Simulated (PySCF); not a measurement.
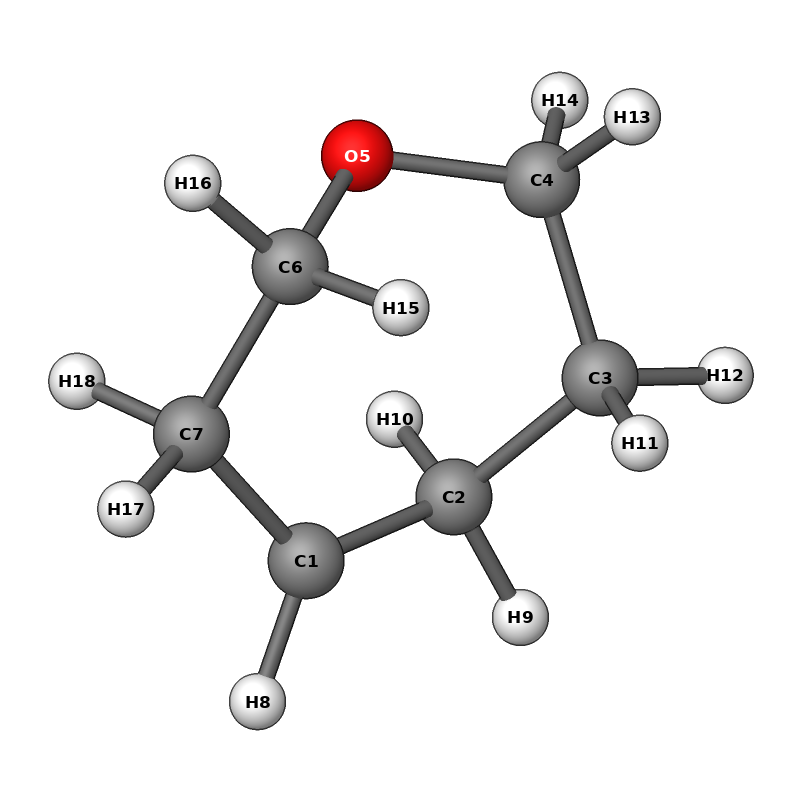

The questions are on Mulliken spin populations. State: neutral, doublet. Computed geometry: PBE0-D3(BJ)/def2-SVP optimisation. No frequency run is at hand to confirm it as a minimum. Method: UKS B3LYP, IGLO-III on C O, pcH-1 on H, non-relativistic (PySCF 2.14.0).

Which atom carries the largest spin population?

Answer. C1 (1.04 e).

Which atom has the lowest spin population?

Answer. C2, C7 (−0.09 e); a negative value comes from spin polarisation.

Give the Mulliken spin populations atom by atom.

| atom | value (e) |
| --- | --- |
| C1 | 1.04 |
| C2 | −0.09 |
| C3 | 0.02 |
| C4 | 0.00 |
| O5 | 0.00 |
| C6 | 0.01 |
| C7 | −0.09 |
| H8 | −0.05 |
| H9 | 0.00 |
| H10 | 0.06 |
| H11 | 0.00 |
| H12 | 0.00 |
| H13 | 0.00 |
| H14 | 0.00 |
| H15 | 0.00 |
| H16 | 0.00 |
| H17 | 0.01 |
| H18 | 0.07 |

Mulliken values depend strongly on the basis set.
